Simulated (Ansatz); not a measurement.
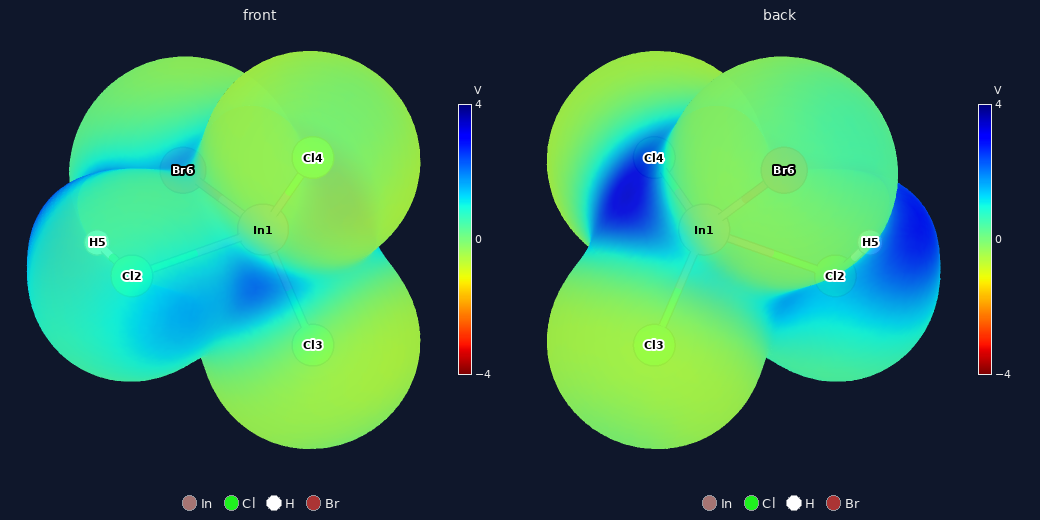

Figure. BrCl3HIn. The electrostatic potential painted on the density surface at 0.002 e/bohr³, seen from the front and from behind; the colour scale runs from red (negative) to blue (positive).

The product side of a reaction path; geometry: PBE0-D4/def2-TZVP; core potentials replace the inner electrons of In.

Level of theory: RKS PBE0-D4/def2-TZVPP in Ansatz.

The calculation's input:

```
crystal:
  periodic: [false, false, false]
  atoms:
    - {symbol: In, position_ang: [-0.368485, -0.749628, 0.226340]}
    - {symbol: Cl, position_ang: [0.026581, 1.937630, -0.561433]}
    - {symbol: Cl, position_ang: [-1.561728, -1.470812, -1.607653]}
    - {symbol: Cl, position_ang: [-1.464184, -0.364262, 2.215913]}
    - {symbol: H, position_ang: [1.284855, 1.657480, -0.512443]}
    - {symbol: Br, position_ang: [2.082861, -1.010407, 0.239276]}
basis:
  gaussian: {orbitals: def2-TZVPP}
hamiltonian: {xc: pbe0, dispersion: d4}
output: {orbitals: {seedname: orbitals}}
```

Run with:

```sh
ansatz run in.yaml --threads 8 --pin off --events-out ev --progress --plain --max-ram 19148MiB
```

**Which sites attract a positive test charge, and which a negative one?**

A positive charge is drawn to the negative regions and a negative charge to the positive ones. The most negative region (about −0.5 V, or −12 kcal/mol for a unit charge) lies over Cl3 and Cl4, the most positive (about +3.0 V, or +69 kcal/mol for a unit charge) over In1 and H5.
